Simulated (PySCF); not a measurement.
SnO

```xyz
2

Sn    0.0000    0.0000   -0.2154
O     0.0000    0.0000    1.6146
```

Core potentials replace the inner electrons of Sn.

Method: PySCF 2.14.0, PBE0/cc-pVTZ(-PP), non-relativistic Hamiltonian with scalar-relativistic core potentials where named, at a bond length of 1.830 Å.

Q: What can the converged electron density and electron localisation function tell about the bonding?

A: Sn–O (1.83 Å): ρ is about 1.1 e/Å³ halfway; the ELF peaks at about 0.80 in the valence shell of O, 0.6 Å from its nucleus, and drops to about 0.15 between the two atoms.

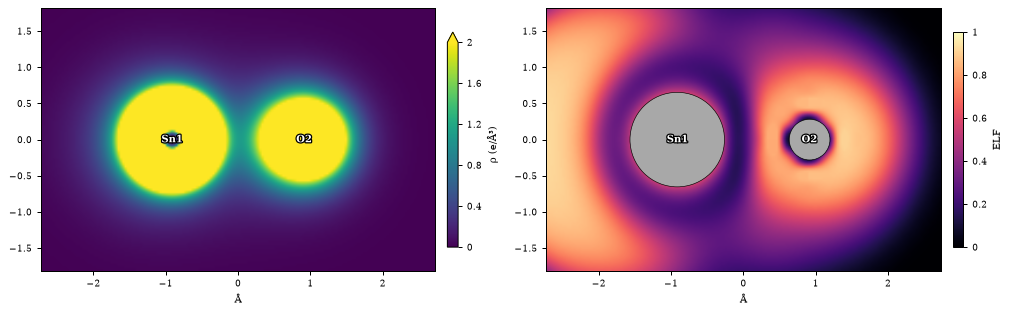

Computed electron density and electron localisation function on a plane that holds the molecular axis, in this order. Grey discs cover the atomic cores in the ELF map. 
